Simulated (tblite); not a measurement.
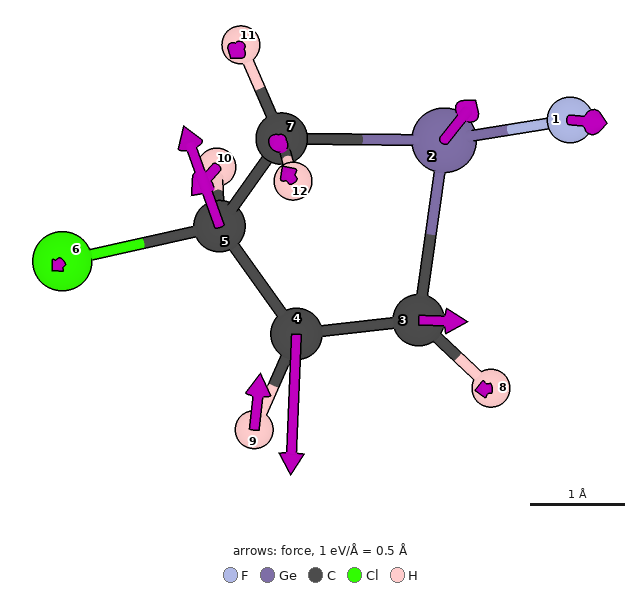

Starting geometry of C4H5ClFGe (multiplicity 2) with the computed forces as purple arrows. The picture is a ball-and-stick view, seen at a tilt.

Method: tblite 0.8.0, GFN2-xTB geometry optimisation, gas phase. 

> What follows when this structure is relaxed?

It isn't relaxed: the largest force vector, on C4, is 3.04 eV/Å. The final displacements have little in common with the starting forces (cosine between the two patterns 0.13). After 57 geometry steps the energy has fallen by 0.637 eV. The atom that moves furthest after the best rigid fit is F1 (0.88 Å). By element the largest moves are F 0.88 Å, Cl 0.75 Å, H 0.56 Å, C 0.30 Å, Ge 0.29 Å. Some distances before and after: Ge2–C7 1.990 → 2.093 Å, F1–Ge2 1.733 → 1.823 Å, C4–C5 1.449 → 1.506 Å, Ge2–C3 1.976 → 2.029 Å. Bond angles that change, for instance: F1–Ge2–C7 111.5° → 100.0°, F1–Ge2–C3 110.7° → 100.0°, Ge2–C7–C5 93.0° → 103.2°. The run took 0.31 s on 1 thread of Arm Neoverse V2, on a shared host.
